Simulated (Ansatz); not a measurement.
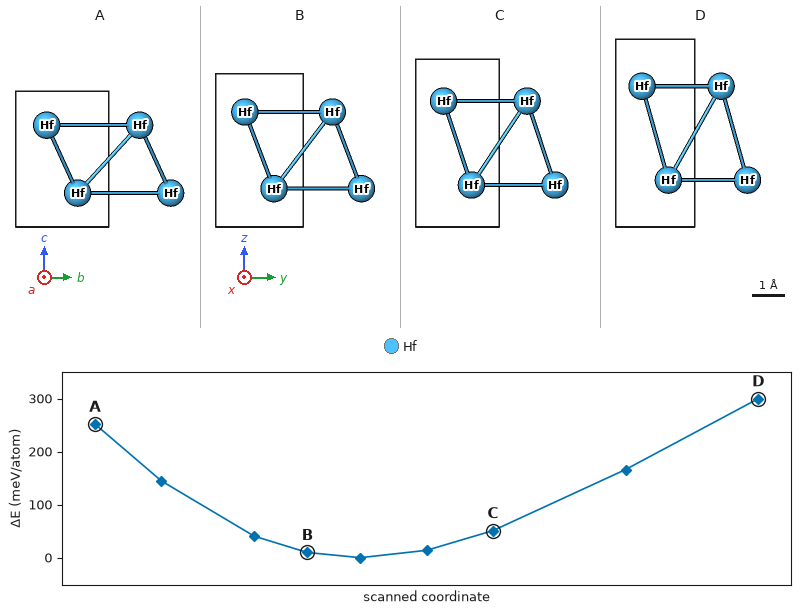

A scan of crystalline Hf (P6_3/mmc) along one coordinate. x, y and z are the Cartesian axes of the input. The picture is a ball-and-stick view of the cell of the calculation, repeated 2 × 2 × 1 with one cell outlined, seen along the a axis.

Theory: DFT PBE, scalar-relativistic, plane waves, PAW in Ansatz 0.2.0. Set-up: plane-wave cutoff 420 eV; k-point mesh 18 × 18 × 10; occupations gaussian; smearing width 0.15 eV; no spin polarisation. Energies (free energies at the smearing named) are counted from the cell as listed in its source, which wasn't relaxed.

Question: What is being scanned?

Answer: The ratio of the cell's length along z to its lengths across, counted as 1 for the reference, is changed at fixed volume (a c/a path), with the atoms kept at their fractional coordinates. In the frames the relative ratio is 0.80 (A), 0.96 (B), 1.10 (C), 1.30 (D). Of the computed points the lowest is at the relative ratio 1.00, 0.0 meV/atom. The end points stand at 251.6 meV/atom (0.80) and 299.6 meV/atom (1.30). The unrelaxed reference is under a pressure of 0.8 GPa. The distortion keeps the space group P6_3/mmc. At the relative ratio 1.30 the cell of the drawing goes a 3.197 → 2.929 Å, b 3.197 → 2.929 Å, c 5.058 → 6.025 Å.
